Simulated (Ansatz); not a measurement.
# B2PLYP/aug-cc-pVDZ (density fitting with def2-universal-jkfit, def2-SVP-rifit for correlation, accuracy low, xc a 0.7) run of BNH4 (SMILES BN)

What is the energy change on altering one bond length of BNH4 at B2PLYP/aug-cc-pVDZ (density fitting with def2-universal-jkfit, def2-SVP-rifit for correlation, accuracy low, xc a 0.7)? 

The calculation is run with Ansatz 0.2.0.

6 further runs of the same task are left out: 1 for a known fault of the program, 2 that didn't finish, 3 set aside as unsound or not needed.

## (1) The molecule

BNH4: 6 atoms, total charge 0, spin state singlet. As SMILES, `BN`. The coordinates come from a PBE0-D4/def2-TZVP relaxation.

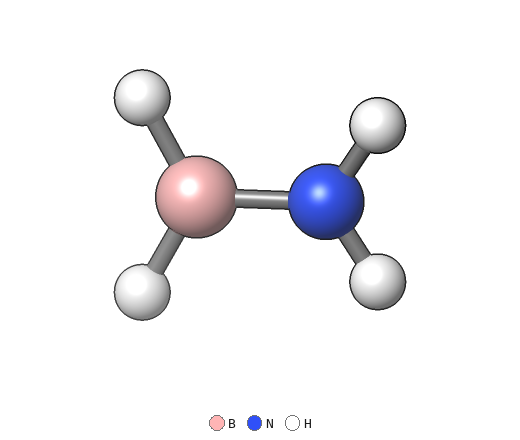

Viewed from a chosen angle; boron pink, nitrogen blue, hydrogen white.

## (2) Energy and forces at B2PLYP/aug-cc-pVDZ (density fitting with def2-universal-jkfit, def2-SVP-rifit for correlation, accuracy low, xc a 0.7)

The input, molecule.yaml:

```yaml
crystal:
  periodic: [false, false, false]
  atoms:
    - {symbol: B, position_ang: [-0.128200, -0.679600, -0.025600]}
    - {symbol: "N", position_ang: [0.146100, 0.677400, 0.010800]}
    - {symbol: H, position_ang: [0.225800, -1.368000, 0.887500]}
    - {symbol: H, position_ang: [-0.712000, -1.128700, -0.969200]}
    - {symbol: H, position_ang: [-0.121600, 1.313700, -0.720800]}
    - {symbol: H, position_ang: [0.632000, 1.121400, 0.771300]}
basis:
  gaussian:
    orbitals: aug-cc-pVDZ
    fitting: {mean_field: def2-universal-jkfit, correlation: def2-SVP-rifit.json}
hamiltonian:
  xc: {name: B2PLYP, parameters: {a: 0.7}}
  pseudopotentials: {relativity: none}
correlation:
  electrons: outside_noble_gas
accuracy: low
output: {forces: true}
```

Command:

```bash
$ ansatz run molecule.yaml --threads 1 --pin off --max-ram 2610MiB --events-out events.jsonl --progress --plain --runs-dir runs
```

Standard output (excerpt; [...] marks lines left out):

```text
Warning: RAYON_NUM_THREADS=1 ignored (pool sized by the plan → 1); use --threads N
Functional definition: B2PLYP
  name "B2PLYP"
[...]
  with a = 0.7 from the input
224 factors; integrals over basis functions are off by at most 2.6e-1 eV
152 factors; integrals over basis functions are off by at most 4.8e-1 eV
[...]
mean field -2227.69034116 eV, -81.8661100549 hartree, gradient 1.5e-6 eV, S^2 0.000000; 0 other end points of the search recorded, 0 dependent functions left out
2 core orbitals not correlated: weight in the atoms' cores, before any rotation towards them, 1.000 or more for the frozen orbitals, at most 0.000 for the correlated occupied ones
reference -2227.69043517 eV, -81.8661135096 hartree; 6, 6 occupied and 74, 74 virtual orbitals, 152 factors
second order -8.50481010 eV of doubles, -0.00000000 eV of singles
[...]
Total energy: -2229.98673390 eV, -81.9505009314 hartree
Atom 0 at    -0.128200    -0.679600    -0.025600 Å, force    -0.048608    -0.244876    -0.005855 eV/Å
Atom 1 at     0.146100     0.677400     0.010800 Å, force     0.069095     0.352725     0.005874 eV/Å
Atom 2 at     0.225800    -1.368000     0.887500 Å, force    -0.000835     0.010280    -0.004856 eV/Å
Atom 3 at    -0.712000    -1.128700    -0.969200 Å, force     0.004162     0.008916     0.004952 eV/Å
Atom 4 at    -0.121600     1.313700    -0.720800 Å, force     0.012105    -0.070728     0.047942 eV/Å
Atom 5 at     0.632000     1.121400     0.771300 Å, force    -0.035919    -0.056317    -0.048056 eV/Å
Dipole moment:     0.075253     0.372583     0.009979 e Å
```

It took 3 s on 1 thread of Arm Neoverse V2, shared host.

## (3) The distorted shape, same level

The input, molecule.yaml:

```yaml
crystal:
  periodic: [false, false, false]
  atoms:
    - {symbol: B, position_ang: [-0.269803, -0.404234, -0.390848]}
    - {symbol: "N", position_ang: [0.004497, 0.952766, -0.354448]}
    - {symbol: H, position_ang: [0.225800, -1.368000, 0.887500]}
    - {symbol: H, position_ang: [-0.853603, -0.853334, -1.334448]}
    - {symbol: H, position_ang: [-0.263203, 1.589066, -1.086048]}
    - {symbol: H, position_ang: [0.490397, 1.396766, 0.406052]}
basis:
  gaussian:
    orbitals: aug-cc-pVDZ
    fitting: {mean_field: def2-universal-jkfit, correlation: def2-SVP-rifit.json}
hamiltonian:
  xc: {name: B2PLYP, parameters: {a: 0.7}}
  pseudopotentials: {relativity: none}
correlation:
  electrons: outside_noble_gas
accuracy: low
output: {forces: true}
```

Command:

```bash
$ ansatz run molecule.yaml --threads 1 --pin off --max-ram 2610MiB --events-out events.jsonl --progress --plain --runs-dir runs
```

Standard output (excerpt; [...] marks lines left out):

```text
Warning: RAYON_NUM_THREADS=1 ignored (pool sized by the plan → 1); use --threads N
Functional definition: B2PLYP
  name "B2PLYP"
[...]
  with a = 0.7 from the input
224 factors; integrals over basis functions are off by at most 4.9e-1 eV
152 factors; integrals over basis functions are off by at most 4.7e-1 eV
[...]
mean field -2226.25876649 eV, -81.8135006560 hartree, gradient 3.5e-6 eV, S^2 0.000000; 0 other end points of the search recorded, 0 dependent functions left out
2 core orbitals not correlated: weight in the atoms' cores, before any rotation towards them, 1.000 or more for the frozen orbitals, at most 0.000 for the correlated occupied ones
reference -2226.25887276 eV, -81.8135045615 hartree; 6, 6 occupied and 74, 74 virtual orbitals, 152 factors
second order -8.62444161 eV of doubles, -0.00000000 eV of singles
[...]
Total energy: -2228.58747199 eV, -81.8990790049 hartree
Atom 0 at    -0.269803    -0.404234    -0.390848 Å, force     0.975031    -1.899890     2.515496 eV/Å
Atom 1 at     0.004497     0.952766    -0.354448 Å, force     0.192798    -0.074588     0.391272 eV/Å
Atom 2 at     0.225800    -1.368000     0.887500 Å, force    -1.185811     2.375349    -3.083069 eV/Å
Atom 3 at    -0.853603    -0.853334    -1.334448 Å, force     0.085934    -0.217825     0.239920 eV/Å
Atom 4 at    -0.263203     1.589066    -1.086048 Å, force    -0.038609    -0.121134    -0.029977 eV/Å
Atom 5 at     0.490397     1.396766     0.406052 Å, force    -0.029342    -0.061911    -0.033641 eV/Å
Dipole moment:     0.024521     0.499039    -0.130760 e Å
```

Wall time 3 s (1 thread of Arm Neoverse V2, shared host).

## (4) What came out

At B2PLYP/aug-cc-pVDZ (density fitting with def2-universal-jkfit, def2-SVP-rifit for correlation, accuracy low, xc a 0.7), 2 core orbitals frozen:

| quantity | value |
| --- | --- |
| first shape: total energy | -81.95050 Eh |
| first shape: dipole moment (SCF part) | 1.83 D |
| first shape: largest force on an atom | 0.359 eV/Å |
| distorted shape: total energy | -81.89908 Eh |
| distorted shape: dipole moment (SCF part) | 2.48 D |
| distorted shape: largest force on an atom | 4.069 eV/Å |
| energy change with the B1–H3 bond stretched from 1.197 to 1.676 Å | 1.399 eV |

What this shows: With the B1–H3 bond stretched from 1.197 to 1.676 Å the energy rises by 1.40 eV (32 kcal/mol). The first shape isn't relaxed at this level, so the change isn't measured from a minimum. The largest force (first shape) is 0.36 eV/Å: the shape isn't a stationary point for this species at this level. The accuracy setting (first shape) is loose, so the last digits carry no meaning. The accuracy setting (distorted shape) is loose, so the last digits carry no meaning.
